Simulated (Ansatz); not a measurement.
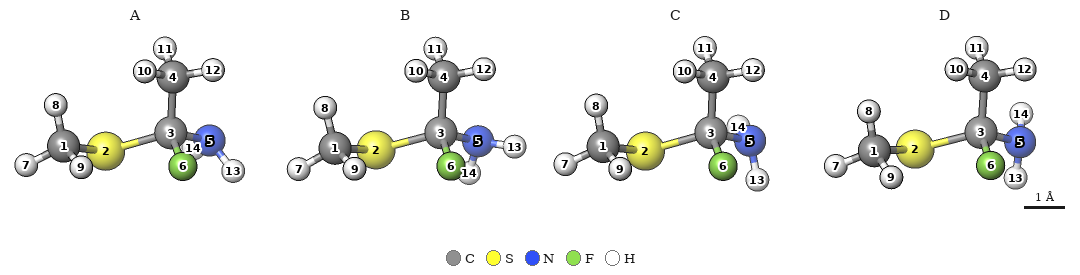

4 geometries from a converged minimum-energy path of C3H8FNS, shuffled. The picture is a ball-and-stick view, seen at a tilt.

Level of theory: RHF/def2-SVP (Ansatz 0.2.0). Settings: 7 movable images; climbing image; force threshold 0.05 eV/Å; iteration limit 60; starting path by image-dependent pair potential.

### One of them is the converged climbing image. Which?

A. In order along the path, whose images run from 0 to 8: D (image 0, 0.0 kcal/mol), C (image 2, +1.2 kcal/mol), A (image 4, +3.3 kcal/mol), B (image 6, −1.1 kcal/mol). The motion is a rotation about the C3–N5 bond by about 135°. No bond forms or breaks between the ends. Bond angles that change up to the highest image, for instance: C3–N5–H13 112.2° → 109.2°.

Limits of the set-up: Hartree-Fock leaves out electron correlation.
